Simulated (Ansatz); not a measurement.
# H on Mg(0001), bridge start, 2x2 cell: work function, bands and core levels, part 2 of 5

Wanted: core-level shifts and unfolded surface bands for H on Mg(0001), bridge start, 2x2 cell.

Ansatz 0.2.0; DFT, PBE, plane-wave PAW, default files, scalar-relativistic.

So far, work function, upper face (eV): step 2 (the clean face) 3.76.

### 3. Relaxation

System of this step: Mg8H. The cell holds 18 atoms: 2 H and 16 Mg. Cell: a = 6.380 Å, b = 6.380 Å, c = 23.935 Å, α = 90.0°, β = 90.0°, γ = 60.0°. It derives from Mg. How the cell was made: adsorbate; added: H; site: bridge; coverage 0.5 monolayer; cell: 2x2; on one face. Regions: ad, 2 atoms (2 H); L1, 4 atoms (4 Mg); L2, 4 atoms (4 Mg); L3, 4 atoms (4 Mg); rest, 4 atoms (4 Mg). Vacuum lies along c.

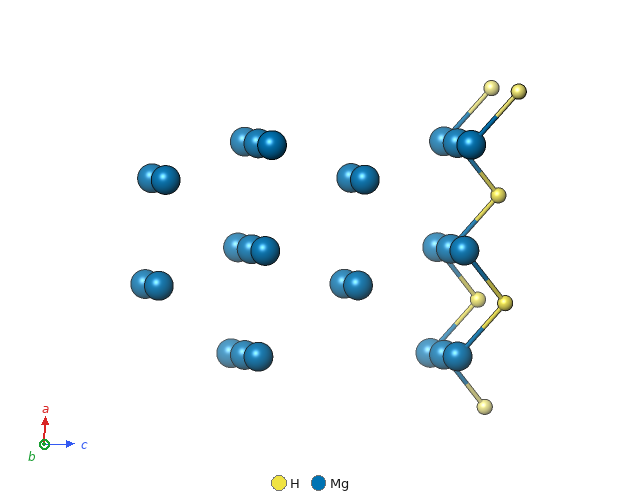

The cell of this step (hydrogen yellow, magnesium blue). Some periodic images of atoms are drawn too.

Levels and vacuum steps follow bond lengths, so the atoms are relaxed first. 8 atoms are held to stand for the bulk. A dipole correction cancels the field between unlike faces.

File input.yaml:

```yaml
crystal:
  lattice:
    - [6.38, 0.0, 0.0]
    - [3.19, 5.5252420761, 0.0]
    - [0.0, 0.0, 23.935]
  atoms:
    - { symbol: H, position: [0.251360918, 0.0, 0.686651347] }
    - { symbol: H, position: [0.752744211, 0.5, 0.686651347] }
    - { symbol: Mg, position: [0.0, 0.0, 0.638604554] }
    - { symbol: Mg, position: [0.5, 0.0, 0.638604554] }
    - { symbol: Mg, position: [0.0, 0.5, 0.638604554] }
    - { symbol: Mg, position: [0.5, 0.5, 0.638604554] }
    - { symbol: Mg, position: [0.833333333, 0.333333333, 0.53018592] }
    - { symbol: Mg, position: [0.333333333, 0.333333333, 0.53018592] }
    - { symbol: Mg, position: [0.833333333, 0.833333333, 0.53018592] }
    - { symbol: Mg, position: [0.333333333, 0.833333333, 0.53018592] }
    - { symbol: Mg, position: [0.0, 0.0, 0.421767286] }
    - { symbol: Mg, position: [0.5, 0.0, 0.421767286] }
    - { symbol: Mg, position: [0.0, 0.5, 0.421767286] }
    - { symbol: Mg, position: [0.5, 0.5, 0.421767286] }
    - { symbol: Mg, position: [0.833333333, 0.333333333, 0.313348653] }
    - { symbol: Mg, position: [0.333333333, 0.333333333, 0.313348653] }
    - { symbol: Mg, position: [0.833333333, 0.833333333, 0.313348653] }
    - { symbol: Mg, position: [0.333333333, 0.833333333, 0.313348653] }
kpoints:
  mp_grid: { grid: [6, 6, 1] }
scf:
  occupations: { method: fermi_dirac, width: 0.05 }
  n_extra_bands: 14
hamiltonian:
  xc: pbe
  pseudopotentials: { kind: paw }
output:
  forces: true
  write_potential: true
  volumetric_format: []
efield:
  axis: 3
  dipole_correction: true
relax:
  f_tol: 0.03
  max_steps: 45
  constraints: [{ sites: [10, 11, 12, 13, 14, 15, 16, 17] }]
```

Run with:

```sh
$ ansatz run input.yaml --threads 8 --pin off --max-ram 20480MiB --backend cpu --events-out ev --progress --plain --runs-dir out
```

Numbers of over 12 decimals in the logs are rounded to 6 here.

The log of the run:

```text
[...]
Crystal: 18 atoms, lattice volume = 843.734 Å³
Basis set: ecut = 420 eV, 16579 PW (Γ), exchange–correlation on 90×90×320 points (8 copies of the dense FFT grid, shifted against one another)
Bands: 95, of which v1, the nominal top of the filled ones, is band 81 counted from 1 (80 counted from 0)
Symmetry: 1 space group operations
[...]
k-points: 20 of 36 (time reversal used)
[...]
SCF iter   1: F=—  HF=-30809.981695 eV  |F-HF|=—  |Δ(HF+E_count)|=         —  Δρ=1.30e-3  dr2=4.05e-1  ethr=1.77e-3  p=0.014 e·Å  D=2.96e-3 V/Å  ΔV_dip=-0.07 eV  dr2_dipole=2.55e-1  V_vac-E_F(+/−)=3.81/3.88 eV  ⟨swp⟩=14.2  Hψ=10053  notcnv=0  defer=21
[...]
SCF iter   6: F=-30809.966676 eV  HF=-30809.966676 eV  |F-HF|=1.52e-8  |Δ(HF+E_count)|=   2.08e-7  Δρ=1.11e-6  dr2=1.71e-8  ethr=5.70e-10  p=-0.051 e·Å  D=-1.09e-2 V/Å  ΔV_dip=0.26 eV  dr2_dipole=1.39e-12  V_vac-E_F(+/−)=3.98/3.72 eV  ⟨swp⟩=9.4  Hψ=13153  notcnv=0
SCF 1 converged in 6 iterations: F = -30809.966676 eV  dr2 = 1.71e-8
[...]
relax step   1: F+E_penalty+E_count = -30809.96667639 eV  Δ(F+E_penalty+E_count) = +0.000e0 eV  max|allowed force component| = 3.005e-1 eV/Å  Δτ_max = 0.0000 Å  (6 SCF iters, dr2 threshold 2.25e-5 eV, accepted)
[...]
SCF iter   5: F=-30809.997582 eV  HF=-30809.997582 eV  |F-HF|=2.53e-7  |Δ(HF+E_count)|=   1.13e-6  Δρ=5.39e-6  dr2=6.80e-7  ethr=3.48e-9  p=-0.016 e·Å  D=-3.47e-3 V/Å  ΔV_dip=0.08 eV  dr2_dipole=4.57e-8  V_vac-E_F(+/−)=3.84/3.75 eV  ⟨swp⟩=12.2  Hψ=15409  notcnv=0
SCF 2 converged in 5 iterations: F = -30809.997582 eV  dr2 = 6.80e-7
[...]
relax step   2: F+E_penalty+E_count = -30809.99758165 eV  Δ(F+E_penalty+E_count) = -3.091e-2 eV  max|allowed force component| = 1.711e-1 eV/Å  Δτ_max = 0.1923 Å  (5 SCF iters, dr2 threshold 5.64e-6 eV, accepted)
SCF iter   1: F=—  HF=-30810.023877 eV  |F-HF|=—  |Δ(HF+E_count)|=         —  Δρ=8.92e-4  dr2=1.39e-2  ethr=7.81e-5  p=-0.016 e·Å  D=-3.47e-3 V/Å  ΔV_dip=0.08 eV  dr2_dipole=2.06e-3  V_vac-E_F(+/−)=3.83/3.75 eV  ⟨swp⟩=5.5  Hψ=4043  notcnv=0  defer=67
[...]
SCF iter   4: F=-30810.021470 eV  HF=-30810.021471 eV  |F-HF|=4.56e-7  |Δ(HF+E_count)|=   2.75e-6  Δρ=9.97e-6  dr2=1.76e-6  ethr=1.13e-9  p=-0.015 e·Å  D=-3.20e-3 V/Å  ΔV_dip=0.08 eV  dr2_dipole=2.02e-7  V_vac-E_F(+/−)=3.82/3.75 eV  ⟨swp⟩=10.4  Hψ=13405  notcnv=0
SCF 3 converged in 4 iterations: F = -30810.021470 eV  dr2 = 1.76e-6
relax step   3: F+E_penalty+E_count = -30810.02147034 eV  Δ(F+E_penalty+E_count) = -2.389e-2 eV  max|allowed force component| = 5.810e-2 eV/Å  Δτ_max = 0.0507 Å  (4 SCF iters, dr2 threshold 1.83e-6 eV, accepted)
[...]
relax step   4: F+E_penalty+E_count = -30810.06496993 eV  Δ(F+E_penalty+E_count) = -4.350e-2 eV  max|allowed force component| = 1.557e-1 eV/Å  Δτ_max = 0.2000 Å  (6 SCF iters, accepted)
[...]
relax step   5: F+E_penalty+E_count = -30810.16140922 eV  Δ(F+E_penalty+E_count) = -9.644e-2 eV  max|allowed force component| = 2.093e-1 eV/Å  Δτ_max = 0.1950 Å  (5 SCF iters, dr2 threshold 2.80e-6 eV, accepted)
[...]
relax step   6: F+E_penalty+E_count = -30810.26062099 eV  Δ(F+E_penalty+E_count) = -9.921e-2 eV  max|allowed force component| = 1.928e-1 eV/Å  Δτ_max = 0.2000 Å  (4 SCF iters, dr2 threshold 4.38e-5 eV, accepted)
[...]
relax step   7: F+E_penalty+E_count = -30810.30009612 eV  Δ(F+E_penalty+E_count) = -3.948e-2 eV  max|allowed force component| = 1.783e-1 eV/Å  Δτ_max = 0.1964 Å  (4 SCF iters, dr2 threshold 3.15e-5 eV, accepted)
[...]
relax step   8: F+E_penalty+E_count = -30810.31337980 eV  Δ(F+E_penalty+E_count) = -1.328e-2 eV  max|allowed force component| = 6.074e-3 eV/Å  Δτ_max = 0.0904 Å  (4 SCF iters, dr2 threshold 2.70e-5 eV, accepted)
[...]
relax step   9: F+E_penalty+E_count = -30810.31338381 eV  Δ(F+E_penalty+E_count) = -4.008e-6 eV  max|allowed force component| = 6.187e-3 eV/Å  Δτ_max = 0.0000 Å  (3 SCF iters, accepted)
SCF iter   1: F=—  HF=-30810.314165 eV  |F-HF|=—  |Δ(HF+E_count)|=         —  Δρ=4.27e-4  dr2=1.50e-3  ethr=2.52e-6  p=0.031 e·Å  D=6.58e-3 V/Å  ΔV_dip=-0.16 eV  dr2_dipole=3.41e-7  V_vac-E_F(+/−)=3.59/3.75 eV  ⟨swp⟩=4.6  Hψ=3761  notcnv=0  defer=68
[...]
SCF iter   5: F=-30810.313867 eV  HF=-30810.313867 eV  |F-HF|=8.95e-10  |Δ(HF+E_count)|=   7.32e-8  Δρ=6.01e-7  dr2=6.74e-9  ethr=6.17e-11  p=0.031 e·Å  D=6.58e-3 V/Å  ΔV_dip=-0.16 eV  dr2_dipole=4.65e-10  V_vac-E_F(+/−)=3.59/3.75 eV  ⟨swp⟩=9.9  Hψ=10970  notcnv=0
SCF 10 converged in 5 iterations: F = -30810.313867 eV  dr2 = 6.74e-9
relax step  10: F+E_penalty+E_count = -30810.31386655 eV  Δ(F+E_penalty+E_count) = -4.827e-4 eV  max|allowed force component| = 6.588e-3 eV/Å  Δτ_max = 0.0213 Å  (5 SCF iters, accepted)
NSCF: frozen V_eff on 20 k-points
[...]
SCF converged after 5 iterations
Free energy (F): -30810.313867 eV
[...]
Internal energy: -30810.256173 eV  (E = F + TS)
E sigma→0 (E₀):  -30810.285020 eV
Entropy (-TS):   -0.057694 eV (-3.205 meV/atom)
Fermi energy:    0.473657 eV
Dipole field:    D = 0.006569 V/Å  (p = 0.030628 e·Å, saw-weighted, corrected)
Work function:   Φ+ = 3.5947 eV   Φ− = 3.7519 eV
[...]
--- Forces (eV/Å), atoms counted from 1 ---
  atom   1  H      0.00058081     0.00638950    -0.00217499
  atom   2  H      0.00078488     0.00508826    -0.00202579
  atom   3  Mg    -0.00289440     0.00395018    -0.00253665
  atom   4  Mg     0.00051028    -0.00247498     0.00555162
  atom   5  Mg     0.00004361    -0.00282561     0.00658831
  atom   6  Mg    -0.00224622     0.00476507    -0.00295333
  atom   7  Mg    -0.00038837     0.00112521    -0.00271153
  atom   8  Mg     0.00202698     0.00113648     0.00077535
  atom   9  Mg     0.00196739     0.00156853     0.00094223
  atom  10  Mg    -0.00062451     0.00089945    -0.00327209
  atom  11  Mg     0.01354612     0.00286397     0.06271893
  atom  12  Mg    -0.00822343    -0.00890254     0.02748460
  atom  13  Mg    -0.00814922    -0.00894749     0.02739351
  atom  14  Mg     0.01340510     0.00303537     0.06274042
  atom  15  Mg     0.01513536     0.00849835    -0.04926758
  atom  16  Mg    -0.02031284    -0.01234549    -0.04000532
  atom  17  Mg    -0.02030827    -0.01235713    -0.04000942
  atom  18  Mg     0.01513117     0.00848942    -0.04923529
  max |Σ_I F_I| component: 4.35e-5 eV/Å
--- Band table (eV; the first three rows and the last of 20) ---
  k-point 0: bands = [... 77 lower, -0.6358, -0.6139, -0.5993, -0.5881, -0.1797, 0.2699, 0.6882, 0.7735, ... 10 higher]
  k-point 1: bands = [... 77 lower, -0.4545, -0.3779, -0.2631, 0.0148, 0.2901, 0.3698, 0.7124, 1.1467, ... 10 higher]
  k-point 2: bands = [... 77 lower, -0.3328, -0.2476, 0.3885, 0.4868, 0.7504, 1.0216, 1.4762, 1.5615, ... 10 higher]
  k-point 19: bands = [... 77 lower, -0.5648, 0.0736, 0.1583, 0.5946, 1.0086, 1.5507, 2.0858, 2.1537, ... 10 higher]
--- Relaxed structure (10 steps of the walk, 10 accepted, 0 SCFs on fresh bases) ---
  F+E_penalty+E_count = -30810.31386655 eV   max|allowed force component| = 6.588e-3 eV/Å
  atoms:
    - { symbol: H, position: [0.163775, 0.156999, 0.675472] }
    - { symbol: H, position: [0.663728, 0.657080, 0.675469] }
    - { symbol: Mg, position: [0.00191697, -0.00453917, 0.637124] }
    - { symbol: Mg, position: [0.500322, -0.00553433, 0.641651] }
    - { symbol: Mg, position: [0.00031966, 0.494473, 0.641627] }
    - { symbol: Mg, position: [0.501917, 0.495409, 0.637139] }
    - { symbol: Mg, position: [0.836014, 0.332581, 0.530259] }
    - { symbol: Mg, position: [0.333140, 0.330443, 0.529820] }
    - { symbol: Mg, position: [0.833148, 0.830427, 0.529815] }
    - { symbol: Mg, position: [0.336036, 0.832590, 0.530270] }
    - { symbol: Mg, position: [0.0, 0.0, 0.421767286] }
    - { symbol: Mg, position: [0.5, 0.0, 0.421767286] }
    - { symbol: Mg, position: [2.7755575615628914e-17, 0.500000, 0.421767286] }
    - { symbol: Mg, position: [0.500000, 0.500000, 0.421767286] }
    - { symbol: Mg, position: [0.833333, 0.333333, 0.313348653] }
    - { symbol: Mg, position: [0.333333, 0.333333, 0.313348653] }
    - { symbol: Mg, position: [0.833333, 0.833333333, 0.313348653] }
    - { symbol: Mg, position: [0.333333, 0.833333333, 0.313348653] }
```

Run time: 60 s. Hardware: 8 threads of Intel Xeon 6975P-C (Granite Rapids), shared host; peak memory 3.4 GiB; 7.8 min of CPU time.

The steps of the relaxation:

```csv
step,energy less that of the first step (eV),largest force component (eV/Å)
1,0.0000,0.3005
2,-0.0309,0.1711
3,-0.0548,0.0581
4,-0.0983,0.1557
5,-0.1947,0.2093
6,-0.2939,0.1928
7,-0.3334,0.1783
8,-0.3467,0.0061
9,-0.3467,0.0062
10,-0.3472,0.0066
```

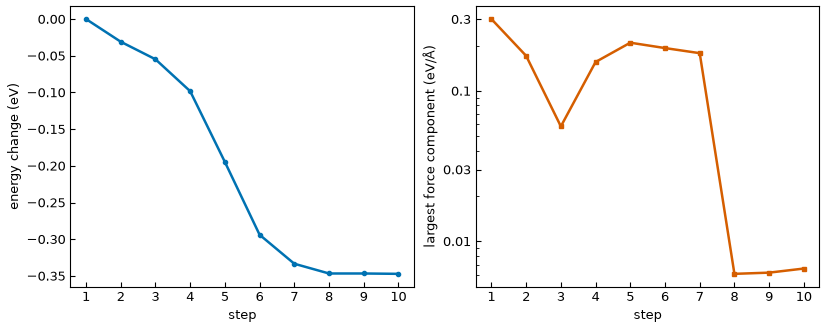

Energy and largest force along the relaxation.

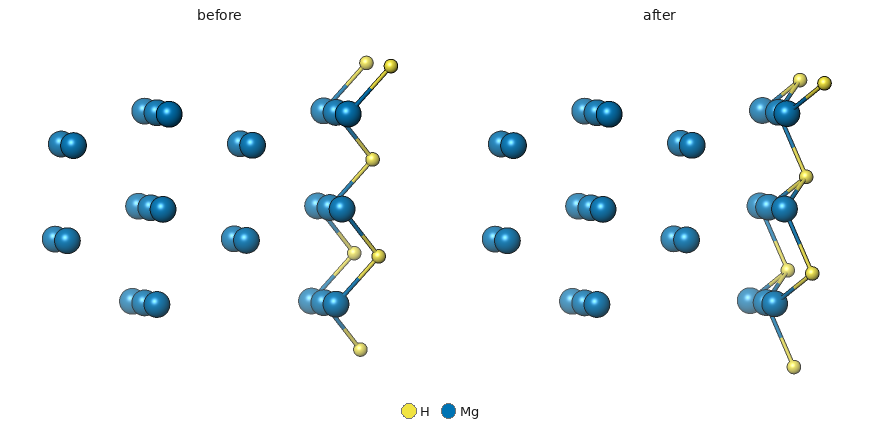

Before and after, at one scale.

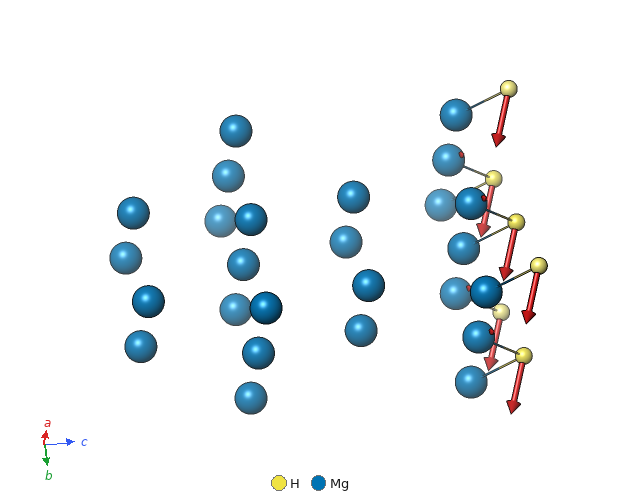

Displacements in the relaxation, exaggerated; the longest in the cell stands for 0.91 Å. Some periodic images of atoms are drawn too.

The atoms that moved most (Å):

```
atom      dx      dy      dz  length
  H2  -0.067   0.868  -0.268   0.911
  H1  -0.058   0.867  -0.268   0.910
 Mg4  -0.016  -0.031   0.073   0.081
 Mg5  -0.016  -0.031   0.072   0.080
 Mg3  -0.002  -0.025  -0.035   0.043
 Mg6  -0.002  -0.025  -0.035   0.043
 Mg9  -0.010  -0.016  -0.009   0.021
 Mg8  -0.010  -0.016  -0.009   0.021
```

This step gave:

| Item | Value |
| --- | --- |
| free energy | -30810.3139 eV |
| energy at zero smearing | -30810.2850 eV |
| smearing term TS | 0.05769 eV |
| Fermi energy | 0.4737 eV |
| symmetry operations | 1 |
| work function, upper face | 3.595 eV |
| work function, lower face | 3.752 eV |

The relaxation ends 19 meV an atom lower, with a largest force component of 0.0066 eV/Å on the free atoms. Between step 2 and this run (18 atoms) the value for the work function, upper face moves from 3.76 eV to 3.59 eV (-4 %).

[end of part 2 of 5]

[Logs are printed without paths, hosts, clocks, repeated set-up lines and the standing remarks that a program may print on its own settings, such as how far it seeks lower states.]

[Hosts, paths, dates, database ids (printed as entryN), source tags and the programs' standing remarks are cut or masked in the printed files.]

[Maps of the electrostatic potential energy from Ansatz leave out the sawtooth potential of an applied field or a dipole correction, so their vacuum need not be flat; work functions include it.]
